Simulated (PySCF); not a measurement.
**Run report: C5H6N2O, NMR shielding calculation**

- system: C5H6N2O (2-methoxypyrazine), SMILES COc1cnccn1
- method: GIAO PBE0/pcSseg-1 NMR shielding, non-relativistic, gas phase (PySCF 2.14.0)

The geometry comes from this level: GFN2-xTB, NEB image 2 of 0 to 8. It belongs to a series of runs on one base structure; here: NEB image 2 of 0 to 8. Figures and captions count atoms from 1; the log counts them from 0 in places.

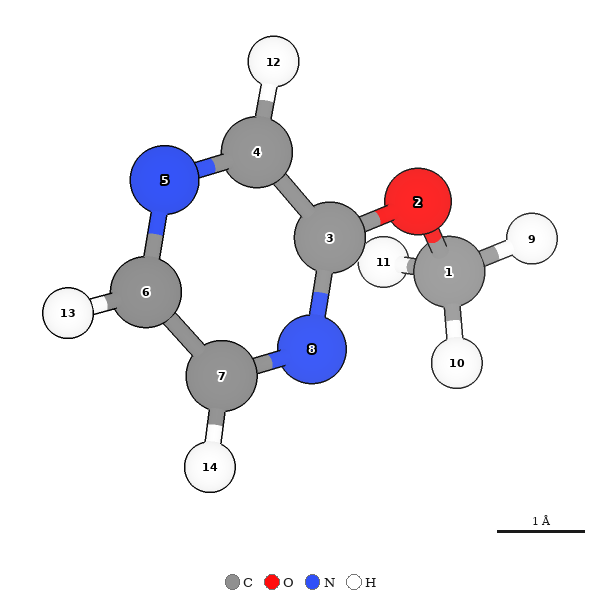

*The input geometry (ball-and-stick view, seen at a tilt; atoms are numbered from 1 in the order of the input).*

Bond lengths as drawn: C–C 1.38 to 1.41 Å, C–H 1.08 to 1.09 Å, C–N 1.31 to 1.33 Å and C–O 1.34 to 1.42 Å.

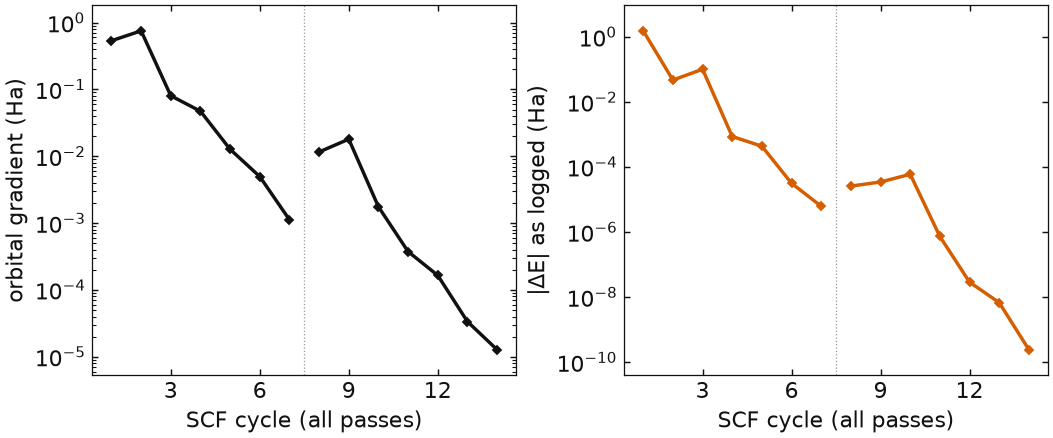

*Convergence of the self-consistent field: orbital gradient and size of the energy change against the SCF cycle. The dotted line marks the change from a coarse to the final integration grid.*

The first 7 cycles use a coarse grid, the final grid takes over at cycle 8, and the field converges after 14 cycles in all.

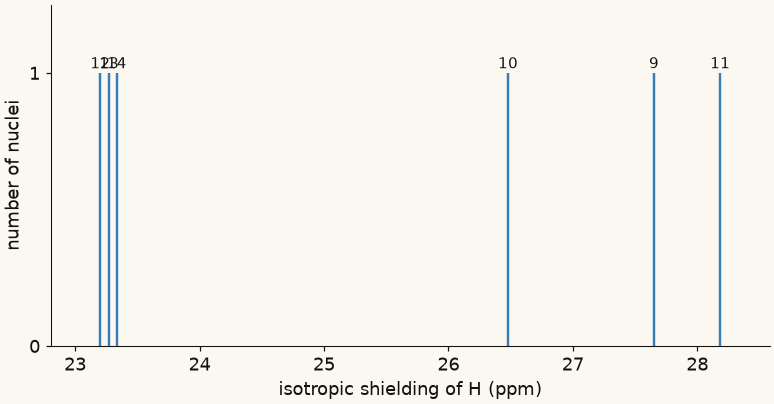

*Isotropic shieldings of the hydrogen nuclei in this fixed geometry, labelled by atom number; shielding grows to the right, so chemical shift grows to the left.*

The least shielded is H12 (23.2 ppm), the most shielded H11 (28.2 ppm).

The input and output of the run follow.

**Input file**
```
{"job": {"kind": "nmr", "xc": "PBE0", "basis": "pcSseg-1", "pop": false}, "charge": 0, "multiplicity": 1}
C     -2.417200    -0.518500     0.216100
O     -1.594500     0.578900    -0.140400
C     -0.267100     0.380200    -0.166000
C      0.554400     1.448800     0.233300
N      1.857600     1.316000     0.316700
C      2.379500     0.150100    -0.055100
C      1.580500    -0.875200    -0.528000
N      0.255200    -0.776600    -0.550400
H     -3.436300    -0.225200    -0.025800
H     -2.141000    -1.427900    -0.316100
H     -2.331500    -0.683600     1.294900
H      0.115600     2.390400     0.526500
H      3.449900     0.052900     0.051500
H      1.993900    -1.810800    -0.879200
```

The first line tells a small driver script what to run in PySCF; the rest is the geometry in Å.

Command:
```bash
OMP_NUM_THREADS=1 python <driver script> task.json out
```

**Log**
```
coarse grid: 12360 points
cycle   1  E = -378.2605531452  dE =  1.524e+00  |g| = 5.350e-01  |ddm| = 3.517e+00
cycle   2  E = -378.2137921627  dE =  4.676e-02  |g| = 7.526e-01  |ddm| = 9.093e-01
cycle   3  E = -378.3143344166  dE = -1.005e-01  |g| = 8.040e-02  |ddm| = 5.296e-01
cycle   4  E = -378.3151950574  dE = -8.606e-04  |g| = 4.721e-02  |ddm| = 8.775e-02
cycle   5  E = -378.3156278856  dE = -4.328e-04  |g| = 1.272e-02  |ddm| = 4.150e-02
cycle   6  E = -378.3156592748  dE = -3.139e-05  |g| = 4.964e-03  |ddm| = 1.464e-02
cycle   7  E = -378.3156654376  dE = -6.163e-06  |g| = 1.122e-03  |ddm| = 5.113e-03
final grid: 121464 points
cycle   8  E = -378.3698904722  dE = -2.569e-05  |g| = 1.159e-02  |ddm| = 2.737e-02
cycle   9  E = -378.3698560767  dE =  3.440e-05  |g| = 1.802e-02  |ddm| = 1.909e-02
cycle  10  E = -378.3699154265  dE = -5.935e-05  |g| = 1.755e-03  |ddm| = 1.252e-02
cycle  11  E = -378.3699161523  dE = -7.258e-07  |g| = 3.746e-04  |ddm| = 1.804e-03
cycle  12  E = -378.3699161810  dE = -2.870e-08  |g| = 1.649e-04  |ddm| = 4.285e-04
cycle  13  E = -378.3699161877  dE = -6.743e-09  |g| = 3.360e-05  |ddm| = 1.531e-04
cycle  14  E = -378.3699161880  dE = -2.410e-10  |g| = 1.276e-05  |ddm| = 3.470e-05
converged SCF energy = -378.3699161880

GIAO shielding tensors (ppm)
atom      isotropic    diamagn.    paramagn.     s11        s22        s33       span
  0 C      130.847     245.303    -114.455    100.604    109.575    182.363     81.759
  1 O      229.519     398.479    -168.960    127.639    263.853    297.064    169.425
  2 C       17.684     254.521    -236.837    -73.540     18.729    107.864    181.404
  3 C       43.955     252.847    -208.892    -47.687     40.693    138.858    186.545
  4 N     -120.861     329.172    -450.033   -469.098   -199.828    306.344    775.442
  5 C       43.888     254.434    -210.547    -63.139     44.068    150.734    213.873
  6 C       39.606     252.351    -212.746    -63.154     36.952    145.019    208.173
  7 N      -58.265     333.913    -392.177   -338.508   -126.440    290.155    628.663
  8 H       27.652      28.074      -0.422     24.044     25.922     32.990      8.946
  9 H       26.479      29.546      -3.067     21.561     26.279     31.597     10.036
 10 H       28.184      29.616      -1.432     23.934     26.045     34.572     10.638
 11 H       23.202      30.803      -7.601     19.175     22.590     27.843      8.668
 12 H       23.273      29.390      -6.117     20.383     23.096     26.340      5.958
 13 H       23.334      30.479      -7.144     19.665     23.797     26.541      6.876
```

**Results in brief**

```tsv
quantity	value
outcome	converged
total energy	−378.369916 hartree
HOMO	−7.14 eV
LUMO	−1.33 eV
dipole moment	1.74 D
isotropic shielding, C	17.7 to 130.8 ppm
isotropic shielding, O	229.5 ppm
isotropic shielding, N	−120.9 to −58.3 ppm
isotropic shielding, H	23.2 to 28.2 ppm
hardware	1 CPU thread, shared host
wall time	18 s
peak memory	0.76 GiB
```
